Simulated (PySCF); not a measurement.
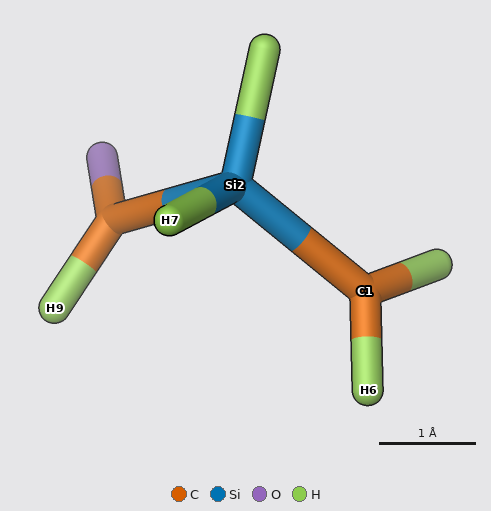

**Figure 1.** The starting structure (stick view, seen at a tilt; atoms are numbered from 1 in the order of the input).

Geometry relaxation, with input and output: C$_{2}$H$_{5}$OSi (part 1 of 5)

C$_{2}$H$_{5}$OSi, multiplicity 2, SMILES [CH2][SiH2]C=O, computed with HF/STO-3G, UHF (PySCF 2.14.0).

The geometry comes from this level: GFN2-xTB symmetrised. Figures and captions count atoms from 1; the log counts them from 0 in places.

**Input file (job.py)**
```python
# [CH2][SiH2]C=O
import numpy
from pyscf import gto, scf, symm
from pyscf.hessian import thermo
from pyscf.geomopt.geometric_solver import kernel as optimise

mol = gto.M(
    atom='start.xyz',
    max_memory=1860,
    spin=1,
    verbose=3,
    basis='sto-3g',
)

calc0 = scf.UHF(mol)
calc0.conv_tol = 1e-10
converged, mol_eq = optimise(calc0, maxsteps=60, convergence_set='GAU_TIGHT')
print('converged:', converged)
print(mol_eq.tostring())

calc0.reset(mol_eq)
mol = mol_eq
calc0.kernel()
if not calc0.converged:
    calc0 = calc0.newton().run(calc0.mo_coeff, calc0.mo_occ)
e_tot = calc0.e_tot
print('Final energy', e_tot)
hess = calc0.Hessian().kernel()
modes = thermo.harmonic_analysis(mol, hess)
print('frequencies (1/cm)', numpy.round(modes['freq_wavenumber'], 1))
symm.geom.TOLERANCE = 1e-3  # for the symmetry number
th = thermo.thermo(calc0, modes['freq_au'], 298.15, 101325)
thermo.dump_thermo(mol, th)
```

**File start.xyz**
```
9
C2H5OSi
C     -0.906176     1.670323    -0.177615
Si    -0.232036     0.314453     0.837685
C      0.863864    -0.630657    -0.461545
O      0.489624    -1.587517    -1.078635
H     -1.786606     1.547723    -0.785625
H     -0.370286     2.588623    -0.349515
H      0.712214     0.744443     1.872045
H     -1.218346    -0.641827     1.328535
H      1.860714    -0.190507    -0.669055
```

Launched with:
```bash
OMP_NUM_THREADS=1 python job.py
```

**The program's output**
```
#|     Arguments passed to driver run_optimizer():      |#
convergence_set           GAU_TIGHT
customengine              <pyscf.geomopt.geometric_solver.PySCFEngine object>
maxiter                   60
----------------------------------------------------------
Custom engine selected.
Bonds will be generated from interatomic distances less than 1.20 times sum of covalent radii
27 internal coordinates being used (instead of 27 Cartesians)
Internal coordinate system (atoms numbered from 1):
Distance 1-2
Distance 1-5
Distance 1-6
Distance 2-3
Distance 2-7
Distance 2-8
Distance 3-4
Distance 3-9
Angle 2-1-6
Angle 5-1-6
Angle 1-2-3
Angle 1-2-7
Angle 1-2-8
Angle 3-2-7
Angle 3-2-8
Angle 7-2-8
Angle 2-3-9
Angle 4-3-9
Out-of-Plane 1-2-5-6
Out-of-Plane 3-2-4-9
Dihedral 5-1-2-3
Dihedral 5-1-2-7
Dihedral 5-1-2-8
Dihedral 6-1-2-3
Dihedral 6-1-2-7
Dihedral 6-1-2-8
Dihedral 1-2-3-4
Dihedral 1-2-3-9
Dihedral 7-2-3-4
Dihedral 7-2-3-9
Dihedral 8-2-3-4
Dihedral 8-2-3-9
Translation-X 1-9
Translation-Y 1-9
Translation-Z 1-9
Rotation-A 1-9
Rotation-B 1-9
Rotation-C 1-9
<class 'geometric.internal.Distance'> : 8
<class 'geometric.internal.Angle'> : 10
<class 'geometric.internal.OutOfPlane'> : 2
<class 'geometric.internal.Dihedral'> : 12
<class 'geometric.internal.TranslationX'> : 1
<class 'geometric.internal.TranslationY'> : 1
<class 'geometric.internal.TranslationZ'> : 1
<class 'geometric.internal.RotationA'> : 1
<class 'geometric.internal.RotationB'> : 1
<class 'geometric.internal.RotationC'> : 1
> ===== Optimization Info: ====
> Job type: Energy minimization
> Maximum number of optimization cycles: 60
> Initial / maximum trust radius (Angstrom): 0.100 / 0.300
> Convergence Criteria:
> Will converge when all 5 criteria are reached:
>  |Delta-E| < 1.00e-06
>  RMS-Grad  < 1.00e-05
>  Max-Grad  < 1.50e-05
>  RMS-Disp  < 4.00e-05
>  Max-Disp  < 6.00e-05
> === End Optimization Info ===

Geometry optimization cycle 1
Cartesian coordinates (Angstrom)
 Atom        New coordinates             dX        dY        dZ
   C  -0.906176   1.670323  -0.177615    0.000000  0.000000  0.000000
  Si  -0.232036   0.314453   0.837685    0.000000  0.000000  0.000000
   C   0.863864  -0.630657  -0.461545    0.000000  0.000000  0.000000
   O   0.489624  -1.587517  -1.078635    0.000000  0.000000  0.000000
   H  -1.786606   1.547723  -0.785625    0.000000  0.000000  0.000000
   H  -0.370286   2.588623  -0.349515    0.000000  0.000000  0.000000
   H   0.712214   0.744443   1.872045    0.000000  0.000000  0.000000
   H  -1.218346  -0.641827   1.328535    0.000000  0.000000  0.000000
   H   1.860714  -0.190507  -0.669055    0.000000  0.000000  0.000000

WARN: Mole.unit (angstrom) is changed to Bohr

WARN: HOMO -0.0674216484111424 >= LUMO -0.0674216484111424

converged SCF energy = -437.085396313145  <S^2> = 0.76842249  2S+1 = 2.0183384
--------------- UHF_Scanner gradients ---------------
         x                y                z
0 C     0.0080996149    -0.0084939665    -0.0052173510
1 Si    -0.0298160934     0.0289086778     0.0013230361
2 C     0.0009690184    -0.0489412470    -0.0415989984
3 O     0.0111717783     0.0435202004     0.0285609662
4 H     0.0025566052     0.0008793897     0.0012732668
5 H    -0.0020599468    -0.0021500466    -0.0002369009
6 H     0.0207098393     0.0025687746     0.0121874062
7 H    -0.0103587095    -0.0181809090     0.0033143655
8 H    -0.0012721064     0.0018891265     0.0003942096
----------------------------------------------
cycle 1: E = -437.085396313  dE = -437.085  norm(grad) = 0.0995424
Step    0 : Gradient = 3.318e-02/6.424e-02 (rms/max) Energy = -437.0853963131
Hessian Eigenvalues: 2.30000e-02 2.30000e-02 2.64257e-02 ... 3.63421e-01 3.63609e-01 1.05571e+00

Geometry optimization cycle 2
Cartesian coordinates (Angstrom)
 Atom        New coordinates             dX        dY        dZ
   C  -0.932999   1.706642  -0.145539   -0.026823  0.036319  0.032076
  Si  -0.190756   0.292115   0.769004    0.041280 -0.022338 -0.068681
   C   0.857975  -0.691402  -0.465714   -0.005889 -0.060745 -0.004169
   O   0.614153  -1.707107  -1.105726    0.124529 -0.119590 -0.027091
   H  -1.848059   1.604061  -0.712231   -0.061453  0.056338  0.073394
   H  -0.407706   2.639906  -0.293696   -0.037420  0.051283  0.055819
   H   0.642175   0.762133   1.791542   -0.070039  0.017690 -0.080503
   H  -1.187566  -0.537508   1.302875    0.030780  0.104319 -0.025660
   H   1.865749  -0.253783  -0.624241    0.005035 -0.063276  0.044814
converged SCF energy = -437.091065629864  <S^2> = 0.76721125  2S+1 = 2.0171378
--------------- UHF_Scanner gradients ---------------
         x                y                z
0 C     0.0010451569    -0.0005297684    -0.0010465083
1 Si     0.0065339301     0.0021809264     0.0208389415
2 C    -0.0194670814     0.0013126039     0.0044061369
3 O     0.0114670501    -0.0033414710    -0.0074406673
4 H    -0.0006384123    -0.0005405357    -0.0003794027
5 H     0.0005376278     0.0005159307    -0.0001318858
6 H    -0.0100470453    -0.0033486273    -0.0093145609
7 H     0.0095530126     0.0065068061    -0.0056716586
8 H     0.0010157614    -0.0027558646    -0.0012603946
----------------------------------------------
cycle 2: E = -437.09106563  dE = -0.00566932  norm(grad) = 0.0381919
Step    1 : Displace = 1.022e-01/1.748e-01 (rms/max) Trust = 1.000e-01 (=) Grad = 1.273e-02/2.195e-02 (rms/max) E (change) = -437.0910656299 (-5.669e-03) Quality = 0.648
Hessian Eigenvalues: 2.29819e-02 2.30001e-02 2.64175e-02 ... 3.63439e-01 3.66247e-01 1.04479e+00

Geometry optimization cycle 3
Cartesian coordinates (Angstrom)
 Atom        New coordinates             dX        dY        dZ
   C  -0.949238   1.709697  -0.143792   -0.016239  0.003055  0.001747
  Si  -0.168339   0.277052   0.719688    0.022418 -0.015064 -0.049315
   C   0.935733  -0.672585  -0.464726    0.077758  0.018817  0.000988
   O   0.501485  -1.694423  -0.997320   -0.112668  0.012684  0.108406
   H  -1.862911   1.612710  -0.714509   -0.014852  0.008649 -0.002278
   H  -0.445963   2.661058  -0.251030   -0.038257  0.021152  0.042666
   H   0.624633   0.762286   1.779322   -0.017541  0.000153 -0.012220
   H  -1.181572  -0.552137   1.247969    0.005994 -0.014629 -0.054906
   H   1.959137  -0.288601  -0.659328    0.093388 -0.034817 -0.035087
converged SCF energy = -437.090675709922  <S^2> = 0.76714721  2S+1 = 2.0170743
--------------- UHF_Scanner gradients ---------------
         x                y                z
0 C    -0.0014408162     0.0015478518     0.0003954402
1 Si     0.0031249069    -0.0193175193     0.0000083261
2 C     0.0164767039     0.0144935141     0.0004707958
3 O    -0.0195055898    -0.0088428708     0.0028707590
4 H    -0.0008274378    -0.0003325272    -0.0006686356
5 H     0.0007966389     0.0006684788     0.0000242915
6 H    -0.0054289110    -0.0024249516    -0.0066149718
7 H     0.0029247771     0.0074087809    -0.0001865343
8 H     0.0038797280     0.0067992433     0.0037005290
----------------------------------------------
cycle 3: E = -437.09067571  dE = 0.00038992  norm(grad) = 0.0394477
Step    2 : Displace = 7.700e-02/1.561e-01 (rms/max) Trust = 1.000e-01 (=) Grad = 1.315e-02/2.195e-02 (rms/max) E (change) = -437.0906757099 (+3.899e-04) Quality = -0.111
Hessian Eigenvalues: 2.29610e-02 2.30001e-02 2.64111e-02 ... 3.63615e-01 5.71774e-01 1.03582e+00

Geometry optimization cycle 4
Cartesian coordinates (Angstrom)
 Atom        New coordinates             dX        dY        dZ
   C  -0.949304   1.717953  -0.145896   -0.000066  0.008256 -0.002104
  Si  -0.185067   0.292413   0.734757   -0.016728  0.015362  0.015068
   C   0.905437  -0.691668  -0.464493   -0.030296 -0.019083  0.000232
   O   0.574416  -1.716084  -1.047706    0.072932 -0.021661 -0.050386
   H  -1.864845   1.626417  -0.711730   -0.001934  0.013707  0.002779
   H  -0.436817   2.661024  -0.268149    0.009145 -0.000034 -0.017119
   H   0.653439   0.771372   1.796198    0.028805  0.009086  0.016877
   H  -1.201772  -0.561105   1.273053   -0.020200 -0.008968  0.025085
   H   1.917479  -0.285264  -0.649759   -0.041658  0.003337  0.009568
converged SCF energy = -437.093186819888  <S^2> = 0.76714071  2S+1 = 2.0170679
--------------- UHF_Scanner gradients ---------------
         x                y                z
0 C    -0.0008434024     0.0004959814    -0.0001939263
1 Si     0.0007453587    -0.0002981520    -0.0060749808
2 C     0.0015707350     0.0019869732     0.0007741628
3 O    -0.0003589575    -0.0015322393    -0.0014340493
4 H     0.0003033419     0.0003220602    -0.0001558991
5 H    -0.0000784756    -0.0002562079    -0.0001476127
6 H     0.0034697239     0.0024437104     0.0049007443
7 H    -0.0040236339    -0.0026265995     0.0023952779
8 H    -0.0007846901    -0.0005355265    -0.0000637168
----------------------------------------------
cycle 4: E = -437.09318682  dE = -0.00251111  norm(grad) = 0.0110529
Step    3 : Displace = 4.103e-02/9.112e-02 (rms/max) Trust = 3.850e-02 (-) Grad = 3.684e-03/6.483e-03 (rms/max) E (change) = -437.0931868199 (-2.511e-03) Quality = 0.853
Hessian Eigenvalues: 2.29567e-02 2.30001e-02 2.64085e-02 ... 3.63788e-01 5.57836e-01 1.02731e+00

Geometry optimization cycle 5
Cartesian coordinates (Angstrom)
 Atom        New coordinates             dX        dY        dZ
   C  -0.947377   1.720594  -0.144921    0.001928  0.002641  0.000975
  Si  -0.187225   0.296133   0.736161   -0.002158  0.003720  0.001404
   C   0.901492  -0.691142  -0.461587   -0.003945  0.000527  0.002906
   O   0.574191  -1.717813  -1.039510   -0.000226 -0.001728  0.008197
   H  -1.863946   1.622832  -0.708338    0.000899 -0.003584  0.003392
   H  -0.437336   2.665219  -0.267364   -0.000519  0.004195  0.000785
   H   0.648840   0.762743   1.784343   -0.004599 -0.008629 -0.011856
   H  -1.190289  -0.559419   1.263889    0.011483  0.001686 -0.009165
   H   1.914617  -0.284091  -0.646397   -0.002862  0.001173  0.003362
converged SCF energy = -437.093306315272  <S^2> = 0.76713953  2S+1 = 2.0170667
--------------- UHF_Scanner gradients ---------------
         x                y                z
0 C     0.0001773709     0.0001919950     0.0000336078
1 Si    -0.0006121937     0.0003247091     0.0028403307
2 C    -0.0007483991    -0.0011525159    -0.0004251265
3 O     0.0007569253     0.0011191011     0.0001161693
4 H     0.0000933904    -0.0003882624    -0.0000021052
5 H     0.0001539182     0.0000422591    -0.0000849730
6 H    -0.0012484889    -0.0007474368    -0.0018287551
7 H     0.0015239759     0.0008451692    -0.0006456434
8 H    -0.0000964991    -0.0002350183    -0.0000035045
----------------------------------------------
cycle 5: E = -437.093306315  dE = -0.000119495  norm(grad) = 0.00465803
Step    4 : Displace = 8.470e-03/1.543e-02 (rms/max) Trust = 5.444e-02 (+) Grad = 1.553e-03/2.924e-03 (rms/max) E (change) = -437.0933063153 (-1.195e-04) Quality = 0.658
Hessian Eigenvalues: 2.26097e-02 2.30002e-02 2.61809e-02 ... 3.64262e-01 5.51093e-01 1.03534e+00

Geometry optimization cycle 6
Cartesian coordinates (Angstrom)
 Atom        New coordinates             dX        dY        dZ
   C  -0.949467   1.720579  -0.145498   -0.002090 -0.000015 -0.000577
  Si  -0.185435   0.295309   0.731975    0.001791 -0.000824 -0.004185
   C   0.904771  -0.692623  -0.462385    0.003279 -0.001481 -0.000797
   O   0.575348  -1.723211  -1.033481    0.001158 -0.005398  0.006028
   H  -1.867648   1.630205  -0.707686   -0.003702  0.007372  0.000652
   H  -0.439955   2.666047  -0.262826   -0.002618  0.000829  0.004538
   H   0.649492   0.765073   1.784840    0.000652  0.002330  0.000497
   H  -1.192026  -0.560202   1.260694   -0.001738 -0.000783 -0.003195
   H   1.917885  -0.286120  -0.649358    0.003268 -0.002029 -0.002961
converged SCF energy = -437.093333189928  <S^2> = 0.76714675  2S+1 = 2.0170739
--------------- UHF_Scanner gradients ---------------
         x                y                z
0 C    -0.0002806296    -0.0002238804     0.0002489085
1 Si     0.0002054955    -0.0001359604     0.0001891420
2 C    -0.0001278142     0.0000984295     0.0000216103
3 O    -0.0001083908     0.0000022894    -0.0001657696
4 H     0.0000523252     0.0002204733    -0.0002305929
5 H     0.0000094231    -0.0000929782    -0.0001225135
6 H    -0.0000356582     0.0000069050    -0.0001050282
7 H     0.0001439290     0.0001239170     0.0000115199
8 H     0.0001413199     0.0000008049     0.0001527235
----------------------------------------------
cycle 6: E = -437.09333319  dE = -2.68747e-05  norm(grad) = 0.000757072
Step    5 : Displace = 5.235e-03/8.296e-03 (rms/max) Trust = 5.444e-02 (=) Grad = 2.524e-04/4.368e-04 (rms/max) E (change) = -437.0933331899 (-2.687e-05) Quality = 1.051
Hessian Eigenvalues: 1.98228e-02 2.30003e-02 2.57426e-02 ... 3.67040e-01 5.61076e-01 1.04302e+00

Geometry optimization cycle 7
Cartesian coordinates (Angstrom)
 Atom        New coordinates             dX        dY        dZ
   C  -0.948251   1.722783  -0.145560    0.001216  0.002204 -0.000062
  Si  -0.185362   0.295660   0.729759    0.000072  0.000351 -0.002216
   C   0.905885  -0.693702  -0.462677    0.001114 -0.001079 -0.000293
   O   0.577152  -1.727250  -1.028957    0.001803 -0.004038  0.004524
   H  -1.867863   1.628901  -0.704689   -0.000216 -0.001304  0.002997
   H  -0.441390   2.670034  -0.260811   -0.001436  0.003986  0.002015
   H   0.648633   0.764982   1.784682   -0.000859 -0.000091 -0.000158
   H  -1.193785  -0.559923   1.257300   -0.001759  0.000279 -0.003394
   H   1.917948  -0.286429  -0.652772    0.000064 -0.000308 -0.003413
converged SCF energy = -437.093337820148  <S^2> = 0.76715233  2S+1 = 2.0170794
--------------- UHF_Scanner gradients ---------------
         x                y                z
0 C    -0.0001608842     0.0003155337     0.0002220900
1 Si    -0.0000656166    -0.0002065301    -0.0006311563
2 C     0.0001966323     0.0002067966     0.0000658006
3 O    -0.0002114912    -0.0000868983    -0.0001751037
4 H     0.0000622189    -0.0002809021    -0.0000207752
5 H     0.0001404806     0.0000497070    -0.0000599918
6 H     0.0001936955     0.0002654072     0.0002179844
7 H    -0.0002179343    -0.0001974381     0.0002411085
8 H     0.0000628989    -0.0000656758     0.0001400436
----------------------------------------------
cycle 7: E = -437.09333782  dE = -4.63022e-06  norm(grad) = 0.00110714
Step    6 : Displace = 3.556e-03/6.312e-03 (rms/max) Trust = 7.700e-02 (+) Grad = 3.690e-04/6.673e-04 (rms/max) E (change) = -437.0933378201 (-4.630e-06) Quality = 1.010
Hessian Eigenvalues: 7.93418e-03 2.30009e-02 2.56136e-02 ... 4.20797e-01 5.70294e-01 1.04202e+00

Geometry optimization cycle 8
Cartesian coordinates (Angstrom)
 Atom        New coordinates             dX        dY        dZ
   C  -0.947552   1.723930  -0.146837    0.000699  0.001147 -0.001277
  Si  -0.185447   0.295805   0.727406   -0.000085  0.000145 -0.002353
   C   0.907138  -0.695436  -0.462506    0.001254 -0.001734  0.000171
   O   0.582030  -1.734781  -1.020065    0.004878 -0.007531  0.008892
   H  -1.869677   1.633715  -0.702325   -0.001813  0.004814  0.002365
   H  -0.442566   2.672713  -0.256842   -0.001176  0.002679  0.003969
   H   0.647499   0.763657   1.783752   -0.001134 -0.001324 -0.000930
   H  -1.194807  -0.560014   1.252838   -0.001022 -0.000092 -0.004461
   H   1.916348  -0.284532  -0.659146   -0.001601  0.001896 -0.006374
converged SCF energy = -437.093346257988  <S^2> = 0.76716772  2S+1 = 2.0170947
--------------- UHF_Scanner gradients ---------------
         x                y                z
0 C    -0.0002159210     0.0002248816     0.0002166818
1 Si    -0.0000305569     0.0000250943    -0.0006201171
2 C     0.0003003639     0.0000398307     0.0000681363
3 O    -0.0001431575     0.0000374944    -0.0001161487
4 H     0.0000705470    -0.0001528505    -0.0000130380
5 H     0.0000645291     0.0000104754    -0.0000450861
6 H     0.0002004483     0.0002005961     0.0001932090
7 H    -0.0002250144    -0.0002309627     0.0002054808
8 H    -0.0000212384    -0.0001545592     0.0001108820
----------------------------------------------
cycle 8: E = -437.093346258  dE = -8.43784e-06  norm(grad) = 0.000998743
Step    7 : Displace = 5.784e-03/1.255e-02 (rms/max) Trust = 1.089e-01 (+) Grad = 3.329e-04/6.214e-04 (rms/max) E (change) = -437.0933462580 (-8.438e-06) Quality = 1.745
Hessian Eigenvalues: 1.63994e-03 2.30009e-02 2.62607e-02 ... 4.05672e-01 5.56878e-01 1.04821e+00

Geometry optimization cycle 9
Cartesian coordinates (Angstrom)
 Atom        New coordinates             dX        dY        dZ
   C  -0.940760   1.727548  -0.153357    0.006792  0.003618 -0.006520
  Si  -0.186977   0.294923   0.719545   -0.001530 -0.000882 -0.007861
   C   0.909460  -0.700917  -0.462562    0.002322 -0.005482 -0.000056
   O   0.605233  -1.767263  -0.979105    0.023203 -0.032482  0.040960
   H  -1.873635   1.650892  -0.692544   -0.003958  0.017177  0.009781
   H  -0.443011   2.682255  -0.241081   -0.000445  0.009542  0.015761
   H   0.641107   0.756116   1.782281   -0.006392 -0.007541 -0.001472
   H  -1.201125  -0.560179   1.235193   -0.006318 -0.000165 -0.017645
   H   1.902675  -0.268319  -0.692095   -0.013673  0.016214 -0.032949
converged SCF energy = -437.093372715615  <S^2> = 0.76724618  2S+1 = 2.0171725
--------------- UHF_Scanner gradients ---------------
         x                y                z
0 C    -0.0000326169    -0.0001113080     0.0001001523
1 Si    -0.0000663064     0.0005056018    -0.0004765498
2 C    -0.0001217831    -0.0003361898     0.0000977838
3 O     0.0000730889     0.0002245121     0.0000108564
4 H    -0.0000165120     0.0000351012     0.0000788918
5 H    -0.0001101115    -0.0000056854     0.0000610576
6 H     0.0001317201     0.0000196618     0.0000626224
7 H     0.0000657848    -0.0001423050    -0.0000524080
8 H     0.0000767362    -0.0001893886     0.0001175935
```
